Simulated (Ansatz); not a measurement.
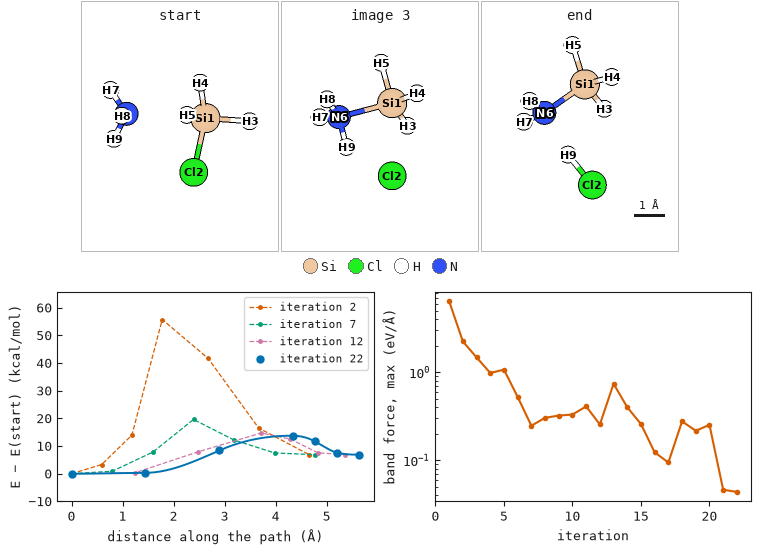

A search for the minimum-energy path of SiNH₆Cl, made up at the start of SiH3Cl and NH₃ by the nudged elastic band. Images are numbered from 0 (start) to 6 (end). The plot follows the band through its iterations. Style: ball-and-stick. Shown from a free direction.

The calculation used Ansatz, RKS PBE-D4/def2-SVP. Set-up: 5 movable images; climbing image; force threshold 0.05 eV/Å; iteration limit 60; starting path through a guess of the saddle point.

Judge this run.

The result is final at these settings. The band converged in 22 iterations. The largest component of the band force went from 6.4 to 0.044 eV/Å. The climbing image converged on the top of the path. Its vibrational analysis gives one imaginary mode (143i cm⁻¹), as a transition state must have. The first iteration put the highest image at 91.3 kcal/mol. The energy climbs by 13.7 kcal/mol to image 3 and then falls by 6.9 kcal/mol, so the end point sits at +6.9 kcal/mol.

Limits of the set-up: the start holds two separate molecules, 2.7 Å apart at their closest, whose relative position is a soft coordinate.

The run took 3.4 min on 1 thread of Arm Neoverse V2, on a shared host, peak memory 0.11 GiB.
